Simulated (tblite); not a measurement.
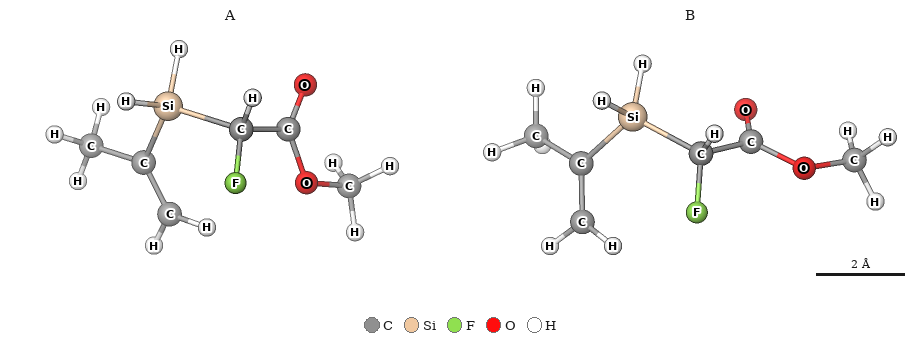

Two geometries of C6H11FO2Si, drawn at one scale. One is the start of a relaxation, the other its converged end. The picture is a ball-and-stick view, seen face on.

The calculation used GFN2-xTB geometry optimisation, gas phase (tblite). 

Which of the two is the end point?

Structure A is the relaxed one. An H atom moves most after the best rigid fit: 1.62 Å. By element the largest moves are H 1.62 Å, C 1.28 Å, O 1.17 Å, F 1.15 Å, Si 0.34 Å. Near-neighbour distances that change, for instance: C–Si 1.845 → 1.938 Å, C–O 1.402 → 1.333 Å, C–O 1.250 → 1.207 Å, C–H 1.134 → 1.092 Å. Bond angles that change, for instance: C–Si–H 113.5° → 106.0°, O–C–H 112.6° → 106.1°, H–C–H 104.5° → 110.5°. Groups turn about C–C by about 65°, C–O by about 50°, C–C by about 50°. After 112 geometry steps the energy has fallen by 0.778 eV.
